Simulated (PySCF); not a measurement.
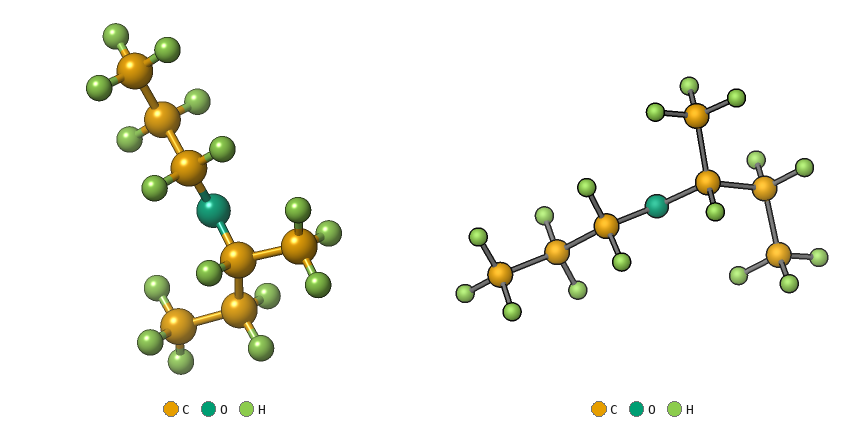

Two views of one molecule.

The computed structure is the end point of a PBE0-D3(BJ)/def2-SVP optimisation. No frequency run is at hand to confirm it as a minimum.

Give the formula.

Answer. C7H16O, 24 atoms: 7 carbon, 16 hydrogen and 1 oxygen.

What is the point group of this geometry?

Answer. C1.

Count the bonded pairs by element.

Answer. 16 C–H, 5 C–C, 2 C–O.

Name functional groups in it.

Answer. Among them: ether.

Describe its rings.

Answer. It has no ring.

More results for the same structure follow; atom numbers are the same in all pictures, views and colours differ.

Shape

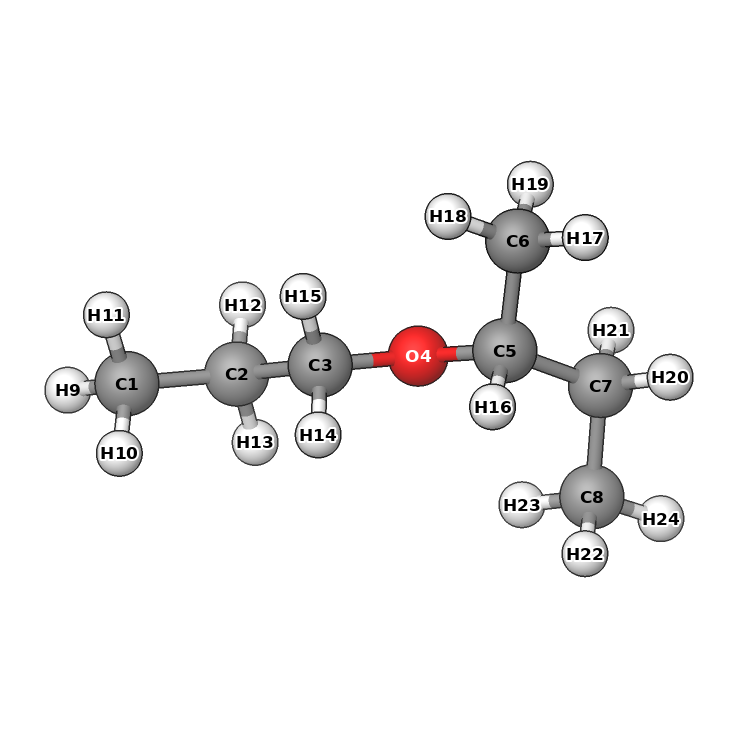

No frequency run is at hand to confirm it as a minimum.

Give these bond angles: C1–C2–C3, C2–C1–H9, C2–C1–H11, C2–C3–H15, C3–C2–H12, O4–C5–C7, O4–C5–H16, C5–C7–H20, C5–C7–H21, C7–C5–H16, C7–C8–H22, C7–C8–H23.

```tsv
angle	degrees
C1–C2–C3	112.8
C2–C1–H9	111.4
C2–C1–H11	111.5
C2–C3–H15	109.5
C3–C2–H12	108.1
O4–C5–C7	107.1
O4–C5–H16	108.7
C5–C7–H20	108.4
C5–C7–H21	107.7
C7–C5–H16	108.3
C7–C8–H22	111.2
C7–C8–H23	110.2
```

Electronic properties

No frequency run is at hand to confirm it as a minimum. Properties computed with PBE0/pcSseg-1 in benzene (IEF-PCM) (PySCF 2.14.0).

Computed properties:

- dipole moment: 1.23 D
- HOMO energy (Kohn–Sham orbital): −7.22 eV
- LUMO energy (Kohn–Sham orbital): 1.58 eV
- HOMO–LUMO gap: 8.80 eV

NMR shielding

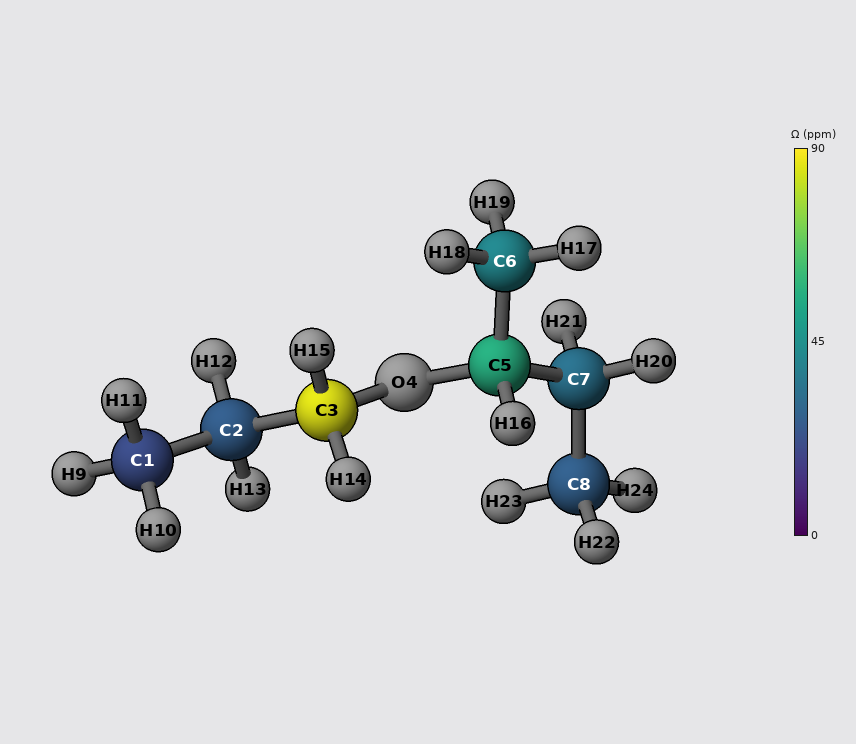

The C atoms are coloured by the span of their shielding tensor. No frequency run is at hand to confirm it as a minimum. Level of theory: GIAO PBE0/pcSseg-1 NMR shielding, non-relativistic, IEF-PCM benzene (PySCF 2.14.0). Principal shieldings σ11 ≤ σ22 ≤ σ33, span Ω = σ33 − σ11, skew κ = 3(σiso − σ22)/Ω.

Which C atom has the most anisotropic shielding?

Answer. C3, with a span of 86 ppm.

Give the shielding tensors of the C atoms.

| atom | σ11 | σ22 | σ33 | σiso | Ω | κ |
| --- | --- | --- | --- | --- | --- | --- |
| C1 | 166.1 | 166.9 | 187.5 | 173.5 | 21.4 | 0.92 |
| C2 | 143.9 | 160.4 | 170.7 | 158.3 | 26.8 | −0.23 |
| C3 | 73.9 | 101.2 | 160.0 | 111.7 | 86.1 | 0.37 |
| C5 | 87.0 | 90.5 | 143.3 | 106.9 | 56.4 | 0.87 |
| C6 | 145.4 | 163.1 | 186.9 | 165.1 | 41.5 | 0.15 |
| C7 | 136.8 | 145.6 | 170.7 | 151.0 | 33.8 | 0.48 |
| C8 | 158.5 | 171.7 | 185.9 | 172.0 | 27.4 | 0.04 |

Shieldings and span in ppm.

Quadrupole coupling

No frequency run is at hand to confirm it as a minimum. Electric field gradients from the ground-state density, PBE0/pcSseg-1 in benzene (IEF-PCM) (PySCF 2.14.0), non-relativistic apart from any core potentials.

Give the largest field-gradient component, the quadrupole coupling constant and the asymmetry for 17O at O4 (Q = −25.6 mb), 2H at H9 (Q = 2.86 mb), 2H at H10 (Q = 2.86 mb).

```json
{"atom": "O4", "V_zz (a.u.)": "1.956", "e²qQ/h (MHz)": "−11.76", "η": "0.99"}
{"atom": "H9", "V_zz (a.u.)": "0.294", "e²qQ/h (MHz)": "0.198", "η": "0.02"}
{"atom": "H10", "V_zz (a.u.)": "0.289", "e²qQ/h (MHz)": "0.194", "η": "0.02"}
```

Bond orders

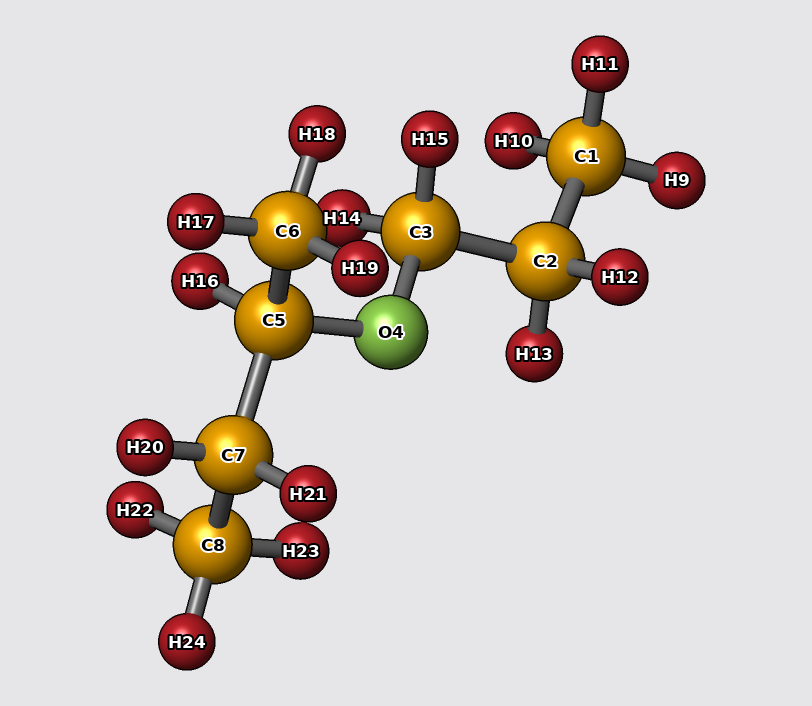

The thickness of each stick grows with its Mayer bond order. No frequency run is at hand to confirm it as a minimum. Method: PBE0/pcSseg-1 in benzene (IEF-PCM) (PySCF 2.14.0).

List the Mayer bond orders of C1–C2, C2–C3, C3–O4, O4–C5, C5–C6, C5–C7, C7–C8 (bonds between heavy atoms, one of each equivalent set).

| bond | Mayer order | length (Å) |
| --- | --- | --- |
| C1–C2 | 1.05 | 1.519 |
| C2–C3 | 1.03 | 1.514 |
| C3–O4 | 0.92 | 1.397 |
| O4–C5 | 0.88 | 1.410 |
| C5–C6 | 1.05 | 1.522 |
| C5–C7 | 1.01 | 1.522 |
| C7–C8 | 1.06 | 1.519 |
